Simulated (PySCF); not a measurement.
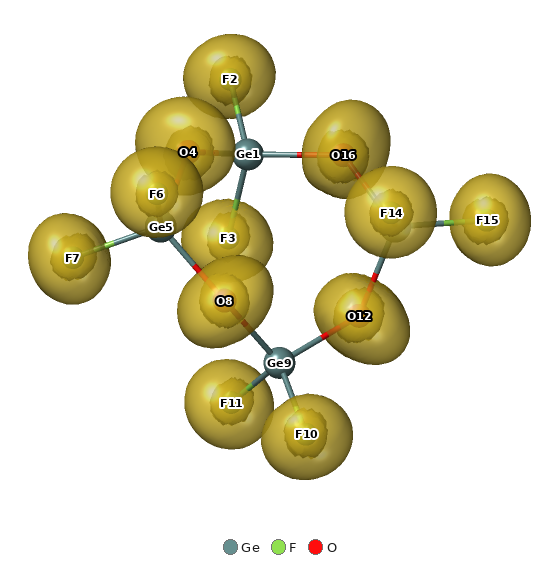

Figure. F8Ge4O4 (cyclo-(F2GeO)4). Isosurface of the ELF at 0.75 (yellow), seen at a tilt. Only the valence region is drawn (cores and ρ < 0.01 e/Å³ removed).

Geometry: PBE0-D3(BJ)/def2-SVP.

All numbers below come from wB97X-D/def2-SVPD, SCF density, gas phase (PySCF 2.14.0).

Input file:

```
{"job": {"kind": "uv", "xc": "wB97X-D", "basis": "def2-SVPD", "ip": false, "nstates": 15}, "charge": 0, "multiplicity": 1}
Ge     1.531980     1.225798    -0.711116
F      2.766112     2.244376    -1.271857
F      0.943584     0.225925    -1.980408
O      0.173879     2.172793    -0.181843
Ge    -1.492359     1.680469    -0.036989
F     -2.130215     2.416982     1.355995
F     -2.389181     2.215785    -1.381762
O     -1.642975    -0.032236     0.134039
Ge    -1.239052    -1.630104    -0.396551
F     -2.367264    -2.700138     0.293669
F     -1.340382    -1.805664    -2.085535
O      0.367297    -2.029778     0.146427
Ge     1.428932    -1.218779     1.261801
F      0.526984    -0.712722     2.621632
F      2.661277    -2.272142     1.766771
O      2.167020     0.185485     0.532138
```

Command:

```sh
OMP_NUM_THREADS=2 python probes_run.py task.json out
```

Question: Identify the bonds, lone pairs and shells in this picture.

Answer: At this value the surface marks out eight regions wrapped around F (the valence shell of each) and four regions wrapped around O (the valence shell of each).

Values along the shortest contacts:
Ge–F (1.70 Å): the ELF peaks at about 0.80 in the valence shell of F, 0.5 Å from its nucleus, and is about 0.25 at the midpoint. Ge–O (1.73 Å): the ELF peaks at about 0.85 in the valence shell of O, 0.6 Å from its nucleus, and is about 0.25 at the midpoint.
